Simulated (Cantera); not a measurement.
A closed system holds: 1 mol TEOS, 1.3 mol O₃, 1.2 mol N₂, at 30.0 Pa.

Method: chemical equilibrium by Gibbs-energy minimisation in Cantera with the NASA 1993 tables (ideal gas, pure condensed phases). Candidate condensed phases: C, C₆H₆, C₇H₈, C₈H₁₈, H₂O, Si, SiC, SiO₂, Si₂N₂O, Si₃N₄; 151 gas species. The feed counts by its element totals alone. N₂ is the only nitrogen source here; it is nearly inert below about 1500 K, so the nitride shown seldom forms there in practice. Mutual solubility and eutectic melting of coexisting phases are not modelled. The tables' values for SiN are old estimates; treat these amounts as uncertain. The numbers say what is thermodynamically allowed, not how fast it happens.

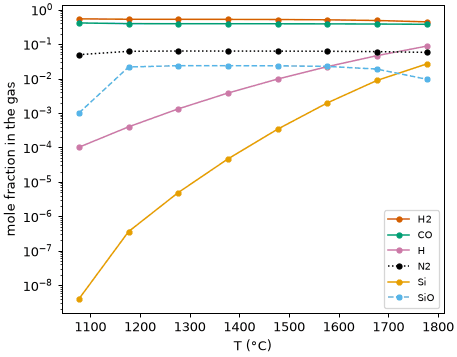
Figure. Equilibrium gas composition (values under 1e-9 drawn at 1e-9)

### Question
Read off the mole fractions at 1577 °C.

### Answer
H₂ about 0.51, CO about 0.39, N₂ about 0.062, SiO about 0.022, H about 0.022, Si about 0.0020.
